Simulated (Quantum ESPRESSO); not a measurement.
# λ and ρ(T) of TiC (Fm-3m) from pw.x, ph.x and EPW, part 5 of 6

Aim: the electron–phonon coupling and the phonon-limited resistivity of TiC (Fm-3m), by Wannier interpolation to fine meshes.

Quantum ESPRESSO 7.5; DFT PBE, scalar-relativistic, plane waves, PseudoDojo 0.4.1 norm-conserving pseudopotentials.

So far, coupling constant λ: step 8 (coupling and Tc: fine k 16×16×16, q 8×8×8, width 0.15 eV, window 0.61 eV) 0.240; step 12 (coupling and Tc: fine k 26×26×26, q 13×13×13, width 0.1 eV, window 0.41 eV) 0.231. Also resistivity at 300 K (μΩ cm): step 9 (resistivity: fine k 20×20×20, q 10×10×10, adaptive width …) 24.1; step 10 (fine q mesh 8×8×8, fine mesh 8×8×8) 52.4; step 11 (fine q mesh 13×13×13, fine mesh 26×26×26) 21.9.

### 13. Resistivity: fine k 32×32×32, q 16×16×16, adaptive width, window 0.32 eV

At these temperatures only states within a few k_B T of the Fermi level carry current, so the mesh must be dense; it is refined.

The input, bte-3.in:

```
--
&inputepw
   prefix = 'x'
   outdir = './tmp'
   dvscf_dir = './save'
   elph = .true.
   etf_mem = 1
   nbndsub = 10
   bands_skipped = 'exclude_bands = 1-4'
   use_ws = .true.
   vme = 'wannier'
   asr_typ = 'crystal'
   nk1 = 9
   nk2 = 9
   nk3 = 9
   nq1 = 3
   nq2 = 3
   nq3 = 3
   amass(1) = 47.867
   amass(2) = 12.011
   epwwrite = .false.
   epwread = .true.
   wannierize = .false.
   nkf1 = 32
   nkf2 = 32
   nkf3 = 32
   nqf1 = 16
   nqf2 = 16
   nqf3 = 16
   mp_mesh_k = .true.
   scattering = .true.
   iterative_bte = .true.
   epmatkqread = .false.
   assume_metal = .true.
   int_mob = .false.
   carrier = .false.
   ngaussw = -99
   mob_maxiter = 200
   broyden_beta = 0.7
   fsthick = 0.32
   degaussw = 0.0
   nstemp = 6
   temps = 150 200 273 300 400 500
   restart = .false.
   selecqread = .false.
/
```

Started as:

```
$ OMP_NUM_THREADS=1 mpirun -n 8 epw.x -nk 8 -in bte-3.in > bte-3.out
```

The log of the run:

```text
[the first part of the log is left out]
     =============================================================================================
     Start solving iterative Boltzmann Transport Equation
     =============================================================================================
     Iteration number:         1
     =============================================================================================
       Temp     Fermi        DOS        Population SR                 Conductivity
        [K]      [eV]    [states/Ry] [carriers per cell]               [Ohm.cm]^-1
     =============================================================================================
      150.000  14.7249   0.28343E+01   0.00000E+00    0.901411E+05    0.153477E-12    0.130057E-12
                                       0.13340E-14    0.290676E-15    0.901411E+05    0.334713E-12
                                      -0.93999E-15   -0.192853E-13   -0.883655E-13    0.901411E+05
      200.000  14.7233   0.29969E+01   0.00000E+00    0.782787E+05    0.000000E+00    0.368585E-13
                                      -0.30531E-14    0.738317E-13    0.782787E+05    0.157546E-12
                                      -0.84435E-15   -0.374126E-13   -0.325557E-13    0.782787E+05
      273.000  14.7218   0.20937E+01   0.00000E+00    0.612190E+05    0.418574E-13   -0.423124E-13
                                       0.44409E-15   -0.744131E-13    0.612190E+05    0.837147E-13
                                      -0.15736E-14    0.647761E-13    0.279049E-13    0.612190E+05
      300.000  14.7214   0.18157E+01  -0.88818E-15    0.558651E+05   -0.418574E-13    0.413976E-13
                                       0.99920E-15   -0.111617E-12    0.558651E+05   -0.390669E-12
                                       0.36438E-14    0.415084E-13    0.204636E-12    0.558651E+05
      400.000  14.7203   0.16610E+01   0.44409E-15    0.408693E+05   -0.348811E-13    0.147135E-13
                                      -0.99920E-15   -0.744153E-13    0.408693E+05   -0.338347E-12
                                      -0.12399E-14    0.333916E-13   -0.263934E-12    0.408693E+05
      500.000  14.7195   0.21283E+01  -0.44409E-15    0.315007E+05   -0.930163E-13   -0.496417E-14
                                      -0.11059E-15   -0.174406E-13    0.315007E+05    0.453409E-13
                                       0.17615E-14   -0.374403E-14    0.124409E-12    0.315007E+05
                                                      0.901411E+05    Max error
     [...]
     Iteration number:        16
     =============================================================================================
       Temp     Fermi        DOS        Population SR                 Conductivity
        [K]      [eV]    [states/Ry] [carriers per cell]               [Ohm.cm]^-1
     =============================================================================================
      150.000  14.7249   0.28343E+01   0.00000E+00    0.912449E+05   -0.148826E-12   -0.167601E-12
                                      -0.29005E-14   -0.744857E-13    0.912449E+05   -0.930890E-13
                                      -0.93562E-14    0.130031E-12    0.558098E-13    0.912449E+05
      200.000  14.7233   0.29969E+01   0.00000E+00    0.792717E+05   -0.148825E-12    0.111269E-12
                                      -0.68834E-14   -0.842961E-13    0.792717E+05   -0.345323E-12
                                       0.39287E-14    0.381494E-13   -0.290676E-13    0.792717E+05
      273.000  14.7218   0.20937E+01   0.00000E+00    0.620104E+05    0.465082E-14   -0.423123E-13
                                       0.18874E-14   -0.418574E-13    0.620104E+05   -0.563912E-12
                                      -0.68584E-15   -0.503409E-13   -0.563912E-12    0.620104E+05
      300.000  14.7214   0.18157E+01   0.00000E+00    0.565893E+05   -0.418574E-13    0.367470E-13
                                       0.12210E-14    0.000000E+00    0.565893E+05   -0.719714E-12
                                      -0.21302E-14    0.461499E-13   -0.124409E-12    0.565893E+05
      400.000  14.7203   0.16610E+01   0.00000E+00    0.414021E+05   -0.930163E-13   -0.854039E-14
                                      -0.33301E-15    0.567727E-18    0.414021E+05    0.296487E-12
                                       0.91993E-16   -0.963322E-14   -0.116270E-14    0.414021E+05
      500.000  14.7195   0.21283E+01   0.00000E+00    0.319152E+05   -0.930163E-13    0.136394E-13
                                      -0.44366E-15   -0.720877E-13    0.319152E+05   -0.464991E-13
                                       0.20635E-15   -0.259980E-14   -0.195316E-12    0.319152E+05
                                                      0.866305E-06    Max error
```

Elapsed: 14 min, on 8 MPI ranks of Arm Neoverse N1, shared host.

Numbers from this step:

```
resistivity at 300 K : 17.67 μΩ cm
```

Resistivity, by row:

| T (K) | rho_xx (μΩ cm) | rho_yy | rho_zz | relaxation-time approximation, mean of the axes (μΩ cm) |
| --- | --- | --- | --- | --- |
| 150 | 10.96 | 10.96 | 10.96 | 10.32 |
| 200 | 12.61 | 12.61 | 12.61 | 11.88 |
| 273 | 16.13 | 16.13 | 16.13 | 15.21 |
| 300 | 17.67 | 17.67 | 17.67 | 16.68 |
| 400 | 24.15 | 24.15 | 24.15 | 22.82 |
| 500 | 31.33 | 31.33 | 31.33 | 29.6 |

ρ(300 K) = 17.7 μΩ cm, against 21.9 before (-19 %); the relaxation-time start gave 16.7. The largest adaptive width printed is 0.27 eV, against a window of 0.32 eV outside which no state is counted.

### 14. Coupling and Tc: fine k 26×26×26, q 13×13×13, width 0.05 eV, window 0.3 eV

The sum is repeated with other delta width and window to test it.

The input, a2f-3.in:

```
--
&inputepw
   prefix = 'x'
   outdir = './tmp'
   dvscf_dir = './save'
   elph = .true.
   etf_mem = 1
   nbndsub = 10
   bands_skipped = 'exclude_bands = 1-4'
   use_ws = .true.
   vme = 'wannier'
   asr_typ = 'crystal'
   nk1 = 9
   nk2 = 9
   nk3 = 9
   nq1 = 3
   nq2 = 3
   nq3 = 3
   amass(1) = 47.867
   amass(2) = 12.011
   epwwrite = .false.
   epwread = .true.
   wannierize = .false.
   nkf1 = 26
   nkf2 = 26
   nkf3 = 26
   nqf1 = 13
   nqf2 = 13
   nqf3 = 13
   mp_mesh_k = .true.
   ephwrite = .true.
   eliashberg = .true.
   liso = .true.
   limag = .true.
   tc_linear = .true.
   tc_linear_solver = 'lapack'
   fsthick = 0.3
   degaussw = 0.05
   degaussq = 0.5
   nqstep = 500
   muc = 0.13
   wscut = 0.3
   nsiter = 500
   nstemp = 7
   temps = 0.5 1.0 2.0 4.0 8.0 16.0 32.0
/
```

Started as:

```
$ OMP_NUM_THREADS=1 mpirun -n 8 epw.x -nk 8 -in a2f-3.in > a2f-3.out
```

The log of the run:

```text
[the first part of the log is left out]
            Electron smearing (eV) =    0.500000000000000D-01
                 Fermi window (eV) =    0.300000000000000D+00
     Finish writing .ephmat files
     ===================================================================
     Memory usage:  VmHWM =        79Mb
                   VmPeak =       554Mb
     ===================================================================
     Finish writing dos file x.dos
     Finish writing phdos files x.phdos and x.phdos_proj
     ===================================================================
     Solve isotropic Eliashberg equations
     ===================================================================
     Finish reading freq file
                  Fermi level (eV) =     1.4739311157E+01
     DOS(states/spin/eV/Unit Cell) =     1.5739832776E-01
            Electron smearing (eV) =     5.0000000000E-02
                 Fermi window (eV) =     3.0000000000E-01
     Nr irreducible k-points within the Fermi shell =        54 out of       511
           3 bands within the Fermi window
     Finish reading egnv file
     Max nr of q-points =       176
     Finish reading ikmap files
     Start reading .ephmat files
     Finish reading .ephmat files
     a2f file is not found to estimate initial gap: calculating a2f files
     Finish reading a2f file
     Electron-phonon coupling strength =    0.2476059
     Estimated Tc using McMillan expression =   0.0008 K for muc =   0.1300
     Estimated Tc using Allen-Dynes modified McMillan expression =   0.0008 K
     Estimated Tc using SISSO machine learning model =   0.0010 K
     Estimated w_log =  49.1977 meV
     Estimated BCS superconducting gap using McMillan Tc =   0.0001 meV
     WARNING WARNING WARNING
     The code may crash since tempsmin =    0.500 K is larger than McMillan Tc =     0.001 K
     Start: Solving (isotropic) linearized Eliashberg equation with solver = lapack
     For the first Temp.    0.50  K
       Total number of frequency points nsiw(     1) =   1108
       Cutoff frequency wscut =     0.3001
     Superconducting transition temp. Tc is the one which has Max. eigenvalue close to 1
      -----------------------------------------------------------------
             Temp.       Max.         nsiw     wscut    Nr. of iters
             (K)       eigenvalue    (itemp)   (eV)      to Converge
      -----------------------------------------------------------------
             0.50      0.5871712     1108      0.3001        1
             1.00      0.5071457      554      0.3002        1
             2.00      0.4275705      277      0.3005        1
             4.00      0.3489260      139      0.3021        1
             8.00      0.2704145       69      0.3010        1
            16.00      0.1949476       35      0.3075        1
            32.00      0.1193161       17      0.3032        1
      -----------------------------------------------------------------
     Finish: Solving (isotropic) linearized Eliashberg equation
```

Run time: 4.8 min. Hardware: 8 MPI ranks; 38 min of CPU time.

This step gave:

```yaml
coupling_constant_lambda: 0.2476
log_mean_phonon_energy_omega_log: 49.20 meV
density_of_states_at_the_fermi_level: 0.1574 states/eV a spin and cell
fermi_level_on_the_fine_mesh: 14.74 eV
```

The a2F has structure finer than the step of the table below, so its rows give means over 5 meV, whole bins alone (the curve runs from 0.203 to 101 meV). Peaks (meV: height): 35.1: 0.266, 64.3: 0.957, 73.2: 0.388.

A2F against phonon energy; means over each step:

| phonon energy (meV) | a2F |
| --- | --- |
| 5 | 0.00211 |
| 10 | 0.00291 |
| 15 | 0.00672 |
| 20 | 0.0116 |
| 25 | 0.0193 |
| 30 | 0.0441 |
| 35 | 0.145 |
| 40 | 0.0418 |
| 45 | 0.0357 |
| 50 | 0.00934 |
| 55 | 0 |
| 60 | 0.0347 |
| 65 | 0.537 |
| 70 | 0.181 |
| 75 | 0.192 |
| 80 | 0.0535 |
| 85 | 0.0176 |
| 90 | 3.6e-6 |

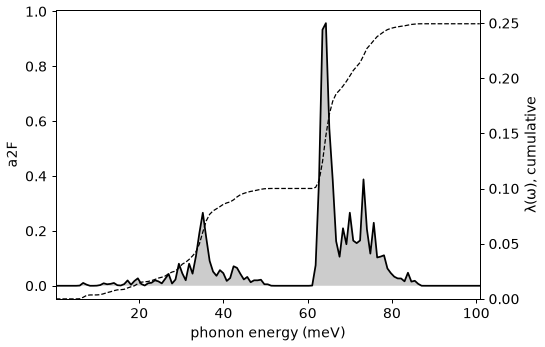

A2F against phonon energy. The dashed line is the running λ.

λ = 0.248 and ħω_log = 49.2 meV, against 0.231 and 48.3 with fine k 26×26×26, q 13×13×13, width 0.1 eV (+7 % in λ). The eigenvalue stays under 1 down to 0.5 K.

### 15. Coupling and Tc: fine k 32×32×32, q 16×16×16, width 0.1 eV, window 0.41 eV

The sum is repeated with other meshes, delta width and window to test it.

a2f-4.in, as its differences from a2f-3.in of step 14:

```diff
@@ -23,8 +23,8 @@
    wannierize = .false.
-   nkf1 = 26
-   nkf2 = 26
-   nkf3 = 26
-   nqf1 = 13
-   nqf2 = 13
-   nqf3 = 13
+   nkf1 = 32
+   nkf2 = 32
+   nkf3 = 32
+   nqf1 = 16
+   nqf2 = 16
+   nqf3 = 16
    mp_mesh_k = .true.
@@ -36,4 +36,4 @@
    tc_linear_solver = 'lapack'
-   fsthick = 0.3
-   degaussw = 0.05
+   fsthick = 0.41
+   degaussw = 0.1
    degaussq = 0.5
```

Started as:

```
$ OMP_NUM_THREADS=1 mpirun -n 8 epw.x -nk 8 -in a2f-4.in > a2f-4.out
```

The log of the run:

```text
[the first part of the log is left out]
              ibndmax =     5  ebndmax =    15.127 eV
     Number of ep-matrix elements per pool :        10848 ~=   84.75 Kb (@ 8 bytes/ DP)
     We only need to compute     2034 q-points
     Nr. of irreducible k-points on the uniform grid:       897
     Finish mapping k+sign*q onto the fine irreducibe k-mesh and writing .ikmap file
     Nr irreducible k-points within the Fermi shell =       111 out of       897
                  Fermi level (eV) =    0.147209980301508D+02
     DOS(states/spin/eV/Unit Cell) =    0.163000636255535D+00
            Electron smearing (eV) =    0.100000000000000D+00
                 Fermi window (eV) =    0.410000000000000D+00
     Finish writing .ephmat files
     ===================================================================
     Memory usage:  VmHWM =        80Mb
                   VmPeak =       556Mb
     ===================================================================
     Finish writing dos file x.dos
     Finish writing phdos files x.phdos and x.phdos_proj
     ===================================================================
     Solve isotropic Eliashberg equations
     ===================================================================
     Finish reading freq file
                  Fermi level (eV) =     1.4720998030E+01
     DOS(states/spin/eV/Unit Cell) =     1.6300063626E-01
            Electron smearing (eV) =     1.0000000000E-01
                 Fermi window (eV) =     4.1000000000E-01
     Nr irreducible k-points within the Fermi shell =       111 out of       897
           3 bands within the Fermi window
     Finish reading egnv file
     Max nr of q-points =       388
     Finish reading ikmap files
     Start reading .ephmat files
     Finish reading .ephmat files
     a2f file is not found to estimate initial gap: calculating a2f files
     Finish reading a2f file
     Electron-phonon coupling strength =    0.2132470
 %%%%%%%%%%%%%%%%%%%%%%%%%%%%%%%%%%%%%%%%%%%%%%%%%%%%%%%%%%%%%%%%%%%%%%%%%%%%%%
     Error in routine estimate_tc_gap (1):
     initial guess for gap edge should be > 0.d0
 %%%%%%%%%%%%%%%%%%%%%%%%%%%%%%%%%%%%%%%%%%%%%%%%%%%%%%%%%%%%%%%%%%%%%%%%%%%%%%
     stopping ...
--------------------------------------------------------------------------
MPI_ABORT was invoked on rank 0 in communicator MPI_COMM_WORLD
  Proc: [[9201,1],0]
  Errorcode: 1
You may or may not see output from other processes, depending on
exactly when Open MPI kills them.
--------------------------------------------------------------------------
--------------------------------------------------------------------------
prterun has exited due to process rank 0 with PID 0 on node (host) calling
"abort". This may have caused other processes in the application to be
terminated by signals sent by prterun (as reported here).
--------------------------------------------------------------------------
```

Elapsed: 11 min, on 8 MPI ranks.

The run ended with an error.

The program's message: “Error in routine estimate_tc_gap (1): initial guess for gap edge should be > 0.d0”

(Part 5 of 6 ends here.)

[The logs of pw.x and epw.x are selected lines.]

[Logs are printed without paths, hosts, clocks, repeated set-up lines and the standing remarks that a program may print on its own settings, such as how far it seeks lower states.]

[Hosts, paths, dates, database ids (printed as entryN), source tags and the programs' standing remarks are cut or masked in the printed files.]
